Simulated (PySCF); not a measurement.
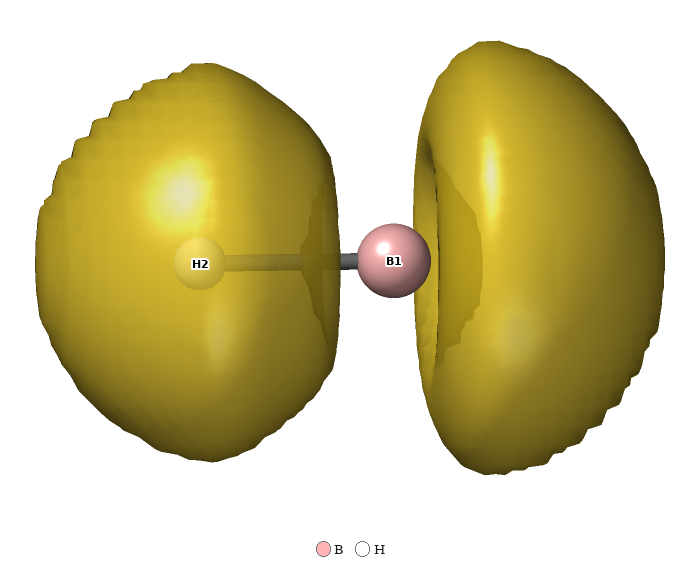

*BH (charge +1, doublet). Isosurface of the ELF at 0.85 (yellow), seen from one side. Core shells and regions of very low density are left out.*

Theory: PBE0/jorge-DZP-DKH, spin-free X2C-1e, Gaussian nucleus, at a bond length of 1.230 Å (PySCF).

```csv
atom,x (Å),y (Å),z (Å)
B,0.0000,0.0000,-0.1032
H,0.0000,0.0000,1.1268
```

Question: Where are the electrons localised?

Answer: The ELF exceeds this value in one region around a hydrogen nucleus and one lobe on B, pointing away from the bonds (non-bonding electrons). Profiles from the grid: B–H (1.23 Å): the ELF peaks at about 1 between the atoms; a covalent bond by its length.
